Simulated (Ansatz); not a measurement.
CH₅Si···HF (doublet)

Input file:

```
crystal:
  periodic: [false, false, false]
  atoms:
    - { symbol: Si, position_ang: [-0.055497, -0.280426, -0.352947] }
    - { symbol: H, position_ang: [-0.297876, 0.040643, 2.27599] }
    - { symbol: H, position_ang: [1.445791, -0.179565, -0.314715] }
    - { symbol: C, position_ang: [-0.901014, 1.405968, -0.4682] }
    - { symbol: H, position_ang: [-2.00103, 1.297128, -0.558937] }
    - { symbol: H, position_ang: [-0.674367, 1.981828, 0.453268] }
    - { symbol: H, position_ang: [-0.531681, 1.973832, -1.351826] }
    - { symbol: H, position_ang: [-0.483971, -1.245797, -1.428648] }
    - { symbol: F, position_ang: [0.141745, 0.826288, 2.552414] }
magnetization:
  spin_polarized: true
  initial_magnetization: 1
basis:
  gaussian: { orbitals: def2-SVP }
hamiltonian:
  xc: pbe
relax:
  f_tol: 0.03
  max_steps: 50
output:
  orbitals: {}
```

Launched as:

```sh
ansatz run input.yaml --threads 2 --pin off --max-ram 3072MiB --backend cpu --events-out ev --progress --plain --runs-dir out
```

The fields are those of the run's last geometry, not of the input's.

The calculation used Ansatz, UKS PBE/def2-SVP.

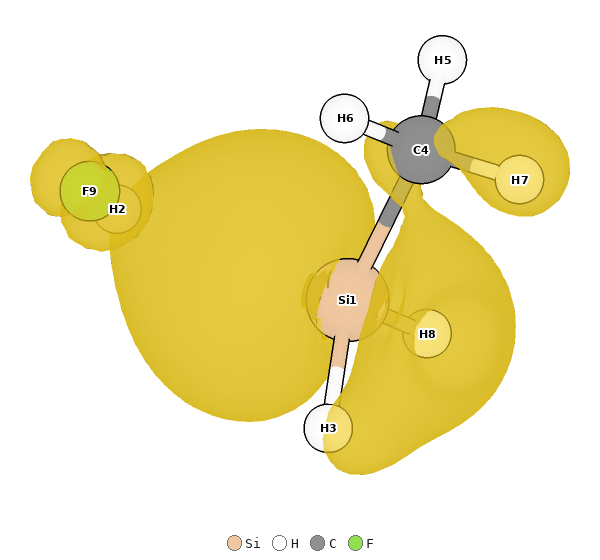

Figure 1. Isosurfaces of the spin density at +0.015 (yellow) and −0.015 e/Å³ (cyan), seen at a tilt.

> Where is the unpaired spin?

The unpaired spin (1 electron) lies mostly on Si1 (about 0.7), in electrons by Hirshfeld's partition. Only one sign reaches the isovalue.

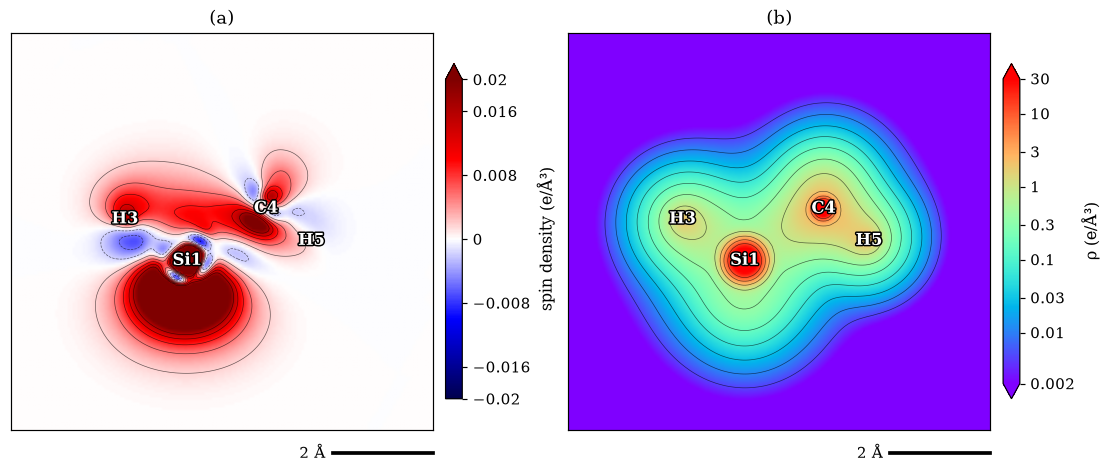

Figure 2. (a) spin density (α minus β); (b) total electron density on the plane of atoms Si1, C4 and H5.

> Describe what can be read from this map.

The plane passes through Si, H and C nuclei. C–Si (1.89 Å): ρ is about 0.91 e/Å³ halfway. C–H (1.11 Å): the density is about 1.9 e/Å³ at the midpoint. Si–H (1.50 Å): ρ is about 0.74 e/Å³ halfway.

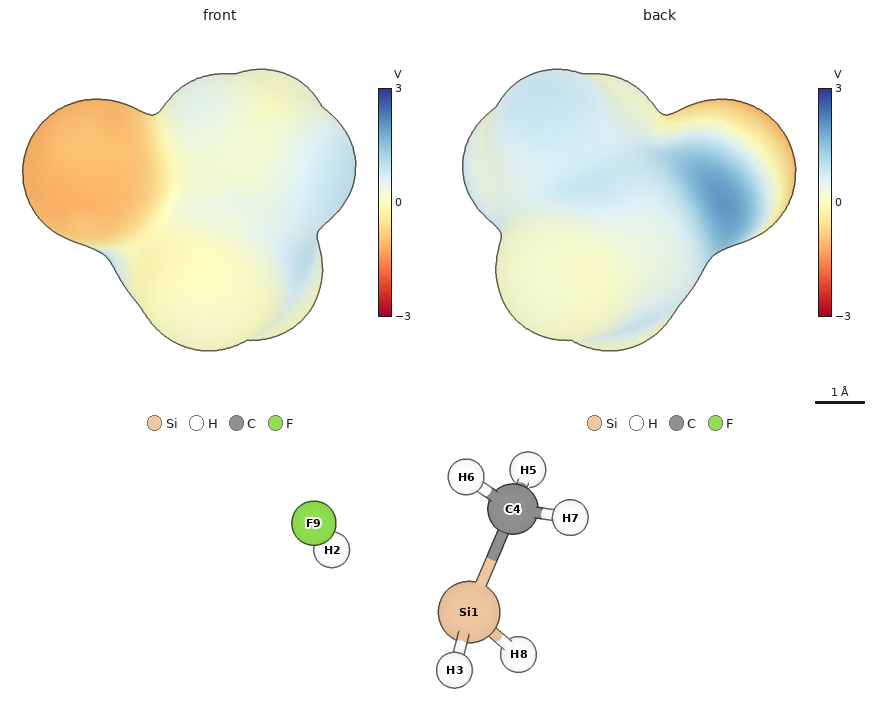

Figure 3. The molecular electrostatic potential painted on the density surface at 0.002 e/bohr³, seen from the front and from behind; the colour scale runs from red (negative) to blue (positive). The bare structure is drawn below in the same view.

> Which sites attract a positive test charge, and which a negative one?

A positive charge is drawn to the negative regions and a negative charge to the positive ones. The most negative region (about −1.1 V, or −25 kcal/mol for a unit charge) lies over F9, the most positive (about +2.0 V, or +46 kcal/mol for a unit charge) over H2.
